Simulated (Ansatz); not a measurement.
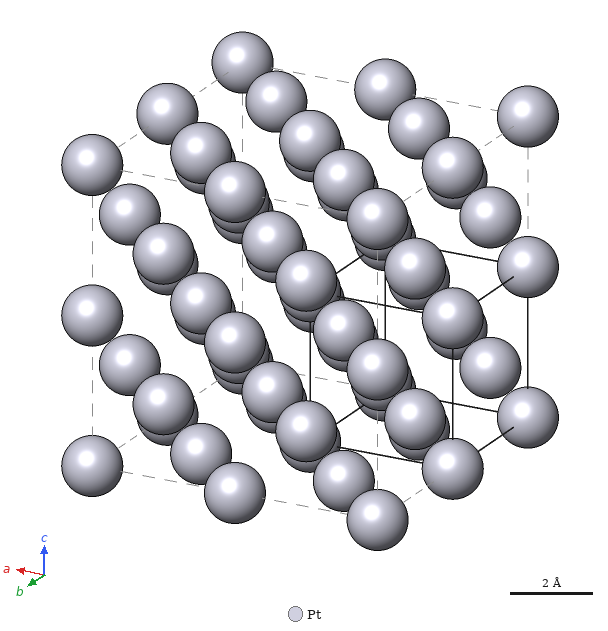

Spheres-only representation of a periodic structure, projected from a general direction. The conventional unit cell (solid box) is repeated to 2×2×2 cells. Cell: a = 3.940 Å, b = 3.940 Å, c = 3.940 Å, α = 90.00°, β = 90.00°, γ = 90.00°.

Describe this structure.

- The element is platinum.
- The lattice is face-centred cubic and the space group Fm-3m (No. 225).
- The prototype is face-centred cubic (Cu type).
- The cell holds four atoms.
- Each Pt has twelve Pt in a cuboctahedral arrangement at about 2.8 Å.

The cell started as a structure listed in the Materials Project. Relaxation method: Ansatz, DFT r2SCAN, scalar-relativistic, plane waves, PAW.
